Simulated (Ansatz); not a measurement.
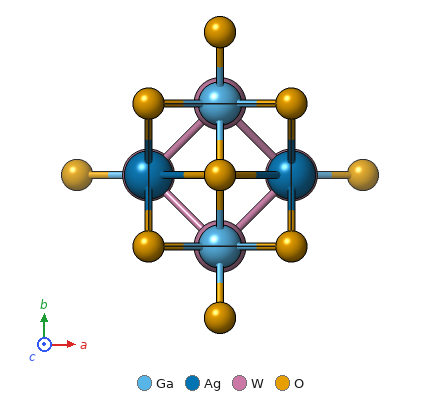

The structure, seen along [001]; the drawing may span several cells.

Given this structure, the end point of a relaxation (final pressure about 5 GPa) with DFT, PAW plane waves, r2scan in Ansatz; the starting structure was generated, so it need not be a known form of this composition, written in its standard cell:

```
Ga Ag W O
1.0
     3.46386    0.00000    0.00000
     0.00000    3.46386    0.00000
     0.00000    0.00000    9.00022
Ga Ag W O
2 2 2 2
Direct
  0.50000 0.00000 0.88890
  0.00000 0.50000 0.11110
  0.50000 0.00000 0.26253
  0.00000 0.50000 0.73747
  0.50000 0.00000 0.56351
  0.00000 0.50000 0.43649
  0.00000 0.00000 0.00000
  0.50000 0.50000 0.00000
```

Q: What does the kinematic electron diffraction pattern along [001] look like at 300 kV (B = 0.3 Å²)?

A: The spots form a square net with both shortest vectors at d = 2.45 Å, 90.0° apart. They are 1 -1 0 and 1 1 0. The pattern has symmetry 4mm. A glide plane extinguishes reflections such as 1 -2 0, 1 2 0, 2 -1 0; a screw axis and a glide plane both extinguish reflections such as 0 1 0, 1 0 0, 0 3 0.

Strongest reflections with d > 0.80 Å, one of each family (|F|² from tabulated Gaussian fits of the electron scattering factors, times a small damping for the curvature of the Ewald sphere):

```json
{"hkl": "1 1 0", "d (Å)": "2.449", "I (strongest = 100)": "100"}
{"hkl": "2 0 0", "d (Å)": "1.732", "I (strongest = 100)": "80"}
{"hkl": "2 2 0", "d (Å)": "1.225", "I (strongest = 100)": "38"}
{"hkl": "3 1 0", "d (Å)": "1.095", "I (strongest = 100)": "20"}
{"hkl": "4 0 0", "d (Å)": "0.866", "I (strongest = 100)": "14"}
{"hkl": "3 3 0", "d (Å)": "0.816", "I (strongest = 100)": "9"}
```

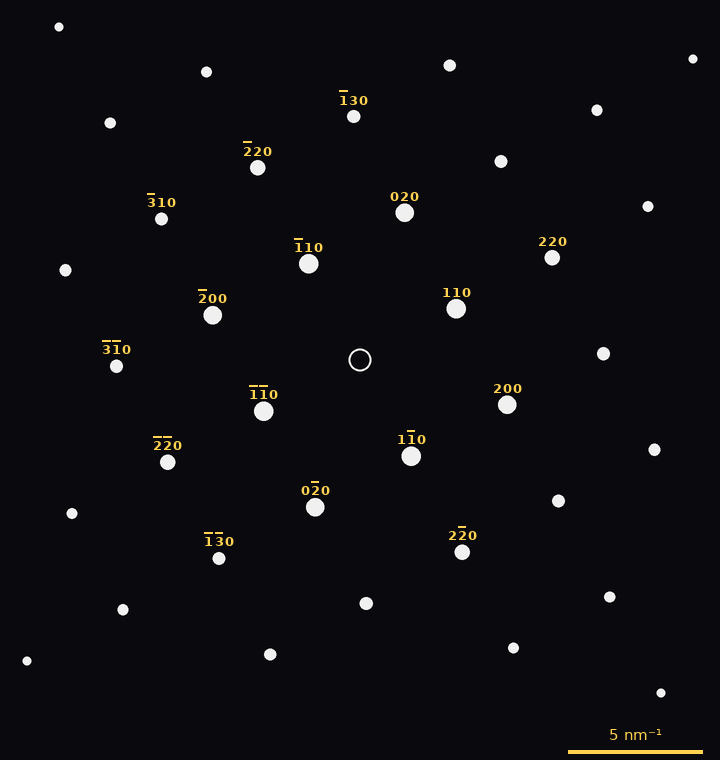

Calculated pattern, seen from the source side with [001] pointing towards the source.
